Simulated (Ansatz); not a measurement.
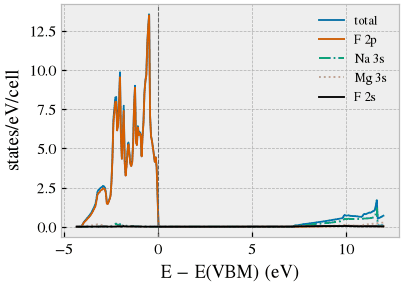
Fig. 1. Total and projected density of states of NaMgF3 (cubic perovskite, Pm-3m), the program Ansatz at the r²SCAN level (PAW)

Problem. Which orbitals carry the states next to the gap?

Solution. Top 1 eV of the valence band: F 2p 99 %. Bottom 1 eV of the conduction band: Na 3s 65 %, F 2s 17 %, Mg 3s 13 %. Projections are on Löwdin-orthogonalised atomic valence shells; empty p or d shells of many metals are not among them.

Problem. Where is the tallest occupied peak in this window, and what makes it?

Solution. Near -0.5 eV, about 14 states/eV per cell; the largest projected share is F 2p.

The first step of the workflow began from a Materials Project structure, measured or hypothetical; the Crystallography Open Database copy checked does not list it. COD files the formula under space group No. 62. Whether it is the stable phase at ambient conditions was not checked. The cell was relaxed with r²SCAN under the symmetry of its start; whether a distortion lowers the energy is not shown.

Potentials: the later of the program's two PAW sets.
